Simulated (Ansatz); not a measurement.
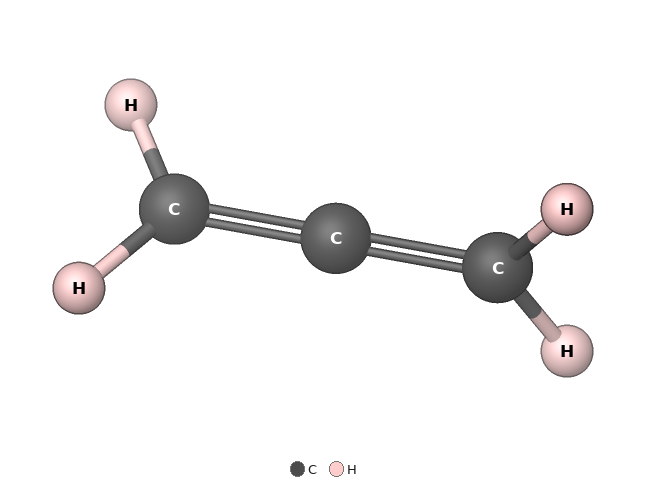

(Drawn from a calculation with Ansatz.)

Orthographic view. Depth is shown by fading: the farther an atom, the more it takes the colour of the background. Geometry: a fixed input geometry, not necessarily a minimum.

Question: Give the standard InChI.

Answer: InChI=1S/C3H4/c1-3-2/h1-2H2
